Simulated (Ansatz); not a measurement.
# SVWN5/def2-SVPD run of CClF3 (SMILES FC(F)(F)Cl)

Aim: the energy change on altering one bond length of CClF3 at SVWN5/def2-SVPD, from 2 runs. 

The calculation is run with Ansatz 0.2.0.

54 further runs of the same task are left out: 9 that didn't finish, 45 set aside as unsound or not needed.

### 1 The system as given

The species is CClF3 (5 atoms), meant as a singlet with charge 0. As SMILES, `FC(F)(F)Cl`. The coordinates come from a PBE0-D4/def2-TZVP relaxation.

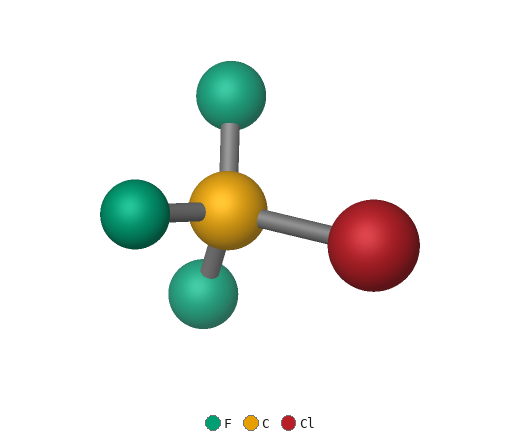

The structure, seen from a chosen angle (fluorine teal, carbon amber, chlorine red).

### 2 A single-point energy at SVWN5/def2-SVPD

File job.yaml:

```yaml
crystal:
  periodic: [false, false, false]
  atoms:
    - {symbol: F, position_ang: [0.213700, 0.019100, 1.326100]}
    - {symbol: C, position_ang: [-0.002200, -0.082500, 0.026100]}
    - {symbol: F, position_ang: [-1.249600, -0.474600, -0.167100]}
    - {symbol: F, position_ang: [0.811700, -0.999000, -0.468500]}
    - {symbol: Cl, position_ang: [0.276300, 1.463300, -0.758000]}
basis:
  gaussian:
    orbitals: def2-SVPD
hamiltonian:
  xc: {name: SVWN5}
accuracy: high
output:
  orbitals: {seedname: orbitals}
```

Launch:

```sh
ansatz run job.yaml --threads 1 --pin off --max-ram 3480MiB --events-out events.jsonl --progress --plain --runs-dir runs
```

Output:

```text
Warning: RAYON_NUM_THREADS=1 ignored (pool sized by the plan → 1); use --threads N
Functional definition: SVWN5
  name "SVWN5"
  exchange = slater_x
  correlation = vwn5_c
2299 factors; integrals over basis functions are off by at most 3.4e-9 eV
mean field evaluation 1: about -21597.8384 eV, gradient 3.6e1 eV
mean field evaluation 2: about -21593.3807 eV, gradient 6.7e1 eV
mean field evaluation 4: about -21599.6836 eV, gradient 1.0e0 eV
mean field evaluation 8: about -21599.6812 eV, gradient 2.1e-2 eV
mean field evaluation 16: about -21599.6812 eV, gradient 9.9e-7 eV
mean field -21599.68120392 eV, -793.7736434542 hartree, gradient 7.2e-9 eV, S^2 0.000000; 0 other end points of the search recorded, 0 dependent functions left out
reference -21599.68120727 eV, -793.7736435775 hartree; 25, 25 occupied and 91, 91 virtual orbitals, 2299 factors
Total energy: -21599.68120727 eV, -793.7736435775 hartree
```

It took 6 s on 1 thread of Arm Neoverse V1, shared host; peak memory 0.32 GiB.

### 3 The distorted shape

File run.yaml:

```yaml
crystal:
  periodic: [false, false, false]
  atoms:
    - {symbol: F, position_ang: [-0.009092, -1.217498, 1.953359]}
    - {symbol: C, position_ang: [-0.224992, -1.319098, 0.653359]}
    - {symbol: F, position_ang: [-1.472392, -1.711198, 0.460159]}
    - {symbol: F, position_ang: [0.588908, -2.235598, 0.158759]}
    - {symbol: Cl, position_ang: [0.276300, 1.463300, -0.758000]}
basis:
  gaussian:
    orbitals: def2-SVPD
output:
  orbitals: {seedname: orbitals}
hamiltonian:
  xc: {name: SVWN5}
accuracy: high
```

Launch:

```sh
ansatz run run.yaml --threads 1 --pin off --max-ram 3480MiB --events-out events.jsonl --progress --plain --runs-dir runs
```

Output:

```text
Warning: RAYON_NUM_THREADS=1 ignored (pool sized by the plan → 1); use --threads N
Functional definition: SVWN5
  name "SVWN5"
  exchange = slater_x
  correlation = vwn5_c
2285 factors; integrals over basis functions are off by at most 3.9e-9 eV
mean field evaluation 1: about -21589.8740 eV, gradient 4.4e1 eV
mean field evaluation 2: about -21306.9032 eV, gradient 2.2e2 eV
mean field evaluation 4: about -21595.7249 eV, gradient 9.3e0 eV
mean field evaluation 8: about -21595.7247 eV, gradient 9.3e0 eV
mean field evaluation 16: about -21595.9587 eV, gradient 5.5e-5 eV
mean field evaluation 32: about -21595.9177 eV, gradient 2.8e0 eV
mean field -21595.95865626 eV, -793.6368423509 hartree, gradient 5.5e-9 eV, S^2 0.000000; 2 other end points of the search recorded, 0 dependent functions left out
reference -21595.95865986 eV, -793.6368424834 hartree; 25, 25 occupied and 91, 91 virtual orbitals, 2285 factors
Total energy: -21595.95865986 eV, -793.6368424834 hartree
```

It took 7.5 s on 1 thread of Arm Neoverse V1, shared host; peak memory 0.31 GiB.

### 4 Results

At SVWN5/def2-SVPD:

| quantity | value |
| --- | --- |
| first shape: total energy | -793.77364 Eh |
| first shape: HOMO energy | -8.76 eV |
| first shape: LUMO energy | -1.48 eV |
| first shape: HOMO–LUMO gap | 7.28 eV |
| distorted shape: total energy | -793.63684 Eh |
| distorted shape: HOMO energy | -7.32 eV |
| distorted shape: LUMO energy | -7.09 eV |
| distorted shape: HOMO–LUMO gap | 0.23 eV |
| energy change with the C2–Cl5 bond stretched from 1.756 to 3.160 Å | 3.723 eV |

In words: One bond (distorted shape) is far stretched, which a spin-restricted single reference describes badly; a broken-symmetry solution may lie lower. With the C2–Cl5 bond stretched from 1.756 to 3.160 Å the energy rises by 3.72 eV (359 kJ/mol). The first shape isn't relaxed at this level, so the change isn't measured from a minimum. A restricted reference can't describe the breaking bond well at this length.
